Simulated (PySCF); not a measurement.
Potential energy curve for H₃FGe, SMILES [F][GeH3]. The Ge1–F5 bond (Ge1 also carries H, H, H; F5 carries nothing else) is varied alone, starting from the PBE0/def2-TZVP optimised geometry.

```
5

Ge     0.0000     0.0000     0.0000
H      0.0000     1.4721    -0.4283
H      1.2748    -0.7359    -0.4287
H     -1.2743    -0.7358    -0.4306
F      0.0000     0.0000     1.7416
```

Levels: NEVPT2 = SC-NEVPT2 on CASSCF(2,2)/cc-pVDZ, all electrons correlated run with PySCF; RCCSD(T) = CCSD(T) on RHF/cc-pVDZ, 10 core orbitals frozen in PySCF; RKS-B3LYP = restricted B3LYP/cc-pVDZ (PySCF 2.14.0); UMP2 = PySCF with MP2 on UHF/cc-pVDZ, 10 core orbitals frozen.

Energies are in kcal/mol, each relative to the lowest point of its own curve near equilibrium.

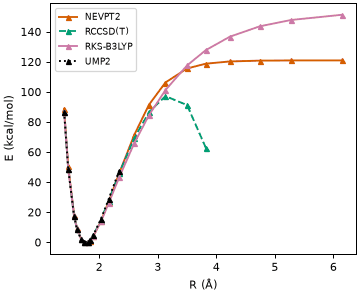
Figure. Energy against bond length for each method.

```tsv
R / Å	NEVPT2	RCCSD(T)	RKS-B3LYP	UMP2
1.40	88.7	86.8	86.5	86.7
1.47	50.4	48.9	48.9	48.8
1.57	18.4	17.4	17.5	17.3
1.62	9.4	8.6	8.8	8.5
1.69	2.2	1.9	2.0	1.8
1.74	0.1	0.0	0.0	0.0
1.80	0.0	0.2	0.0	0.3
1.84	1.1	1.4	1.1	1.6
1.90	4.0	4.6	4.1	4.8
2.03	14.1	14.9	13.8	15.5
2.16	26.9	27.6	25.7	28.5
2.34	45.8	45.8	43.0	47.6
2.60	71.5	69.3	66.0	—
2.85	91.4	86.4	84.5	—
3.13	106.2	97.1	101.1	—
3.50	115.5	91.2	117.5	—
3.82	118.7	62.8	127.7	—
4.23	120.2	—	136.6	—
4.74	120.7	—	143.5	—
5.28	120.8	—	147.8	—
6.15	120.9	—	151.2	—
```

At the longest distance, 6.15 Å, RKS-B3LYP lies highest above its minimum (151.2 kcal/mol) and NEVPT2 lowest (120.9 kcal/mol).

The RCCSD(T) curve passes through a maximum at 3.13 Å and then falls by 34.3 kcal/mol up to the last usable point.

A dash means that the run gave no value there, or that the column was ended at a point which the program doubted or which failed a test of continuity chosen for this set; such a test can also cut sound points.

The T1 diagnostic of CCSD on the restricted reference of RCCSD(T) exceeds 0.045 at 3.13 to 6.15 Å. At the longest distance RKS-B3LYP leaves fractional charges on the fragments, a sign of delocalisation error or of the restricted form. The restricted form behind RKS-B3LYP keeps the bonding electrons paired and can't separate into open-shell fragments. The unrestricted determinant behind UMP2 is spin-contaminated at 2.60 to 6.15 Å (<S²> up to 1.0, against 0.00 for a pure singlet).
